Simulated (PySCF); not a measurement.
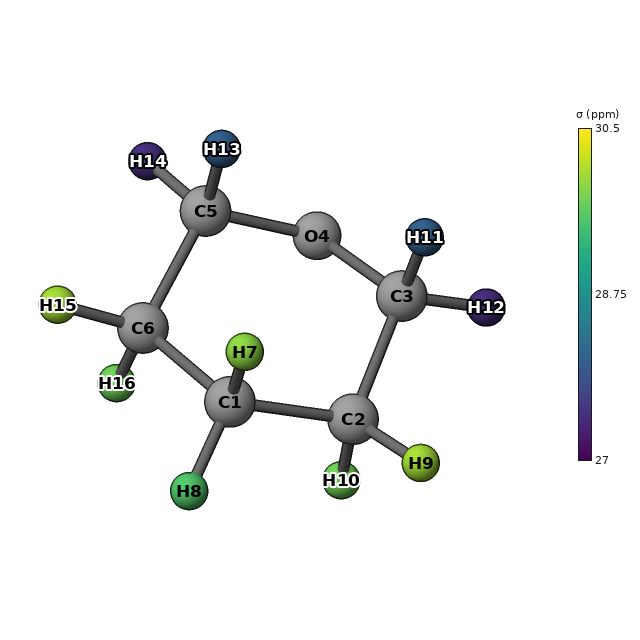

Atoms are coloured by their isotropic NMR shieldings (H only, the others grey). The geometry was computed by an optimisation with PBE0-D3(BJ)/def2-SVP. No frequency run is at hand to confirm it as a minimum. Level of theory: GIAO mPW1PW91/pcSseg-2 NMR shielding, non-relativistic, gas phase (PySCF 2.14.0).

Which H atom is the most shielded (lowest chemical shift)?

Answer. H9, H15 (30.01 ppm).

Which H atom is the least shielded (highest chemical shift)?

Answer. H12, H14 (27.47 ppm).

How wide is the range of H shifts?

Answer. 2.54 ppm.

List the isotropic NMR shieldings of the H atoms.

```tsv
atom	σ (ppm)
H7	29.89
H8	29.55
H9	30.01
H10	29.74
H11	28.08
H12	27.47
H13	28.07
H14	27.47
H15	30.01
H16	29.73
```
